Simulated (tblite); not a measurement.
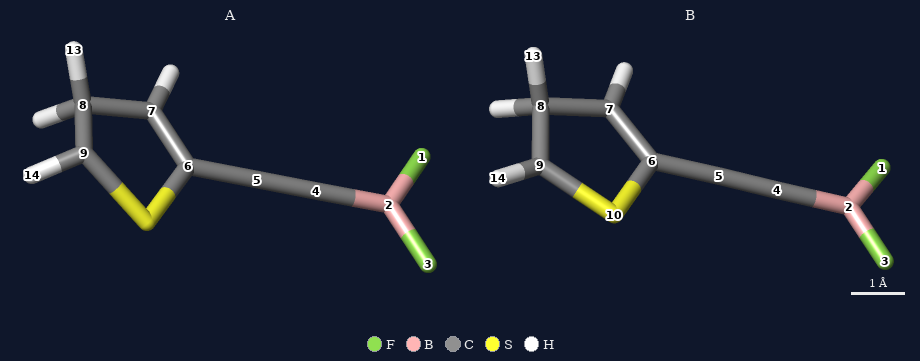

Two geometries of C₆H₄BF₂S (multiplicity 2), drawn at one scale. One is the start of a relaxation, the other its converged end. A stick model, seen from a free direction.

Method: GFN2-xTB geometry optimisation, gas phase (tblite 0.8.0). 

### Which geometry has the lower energy?

Structure B is the relaxed one. A C atom moves most after the best rigid fit: 0.37 Å. By element the largest moves are C 0.37 Å, F 0.23 Å, H 0.22 Å, S 0.21 Å, B 0.05 Å. Some distances before and after: B–F 1.458 → 1.321 Å, C–S 1.817 → 1.700 Å, C–C 1.440 → 1.395 Å, C–H 1.111 → 1.069 Å. Bond angles that change, for instance: C–C–H 111.4° → 125.1°, S–C–H 110.7° → 120.0°, C–C–S 108.5° → 114.9°. The energy falls by 1.015 eV in 63 geometry steps. The run took 0.49 s on 1 thread of Arm Neoverse V1, with other jobs on the host.
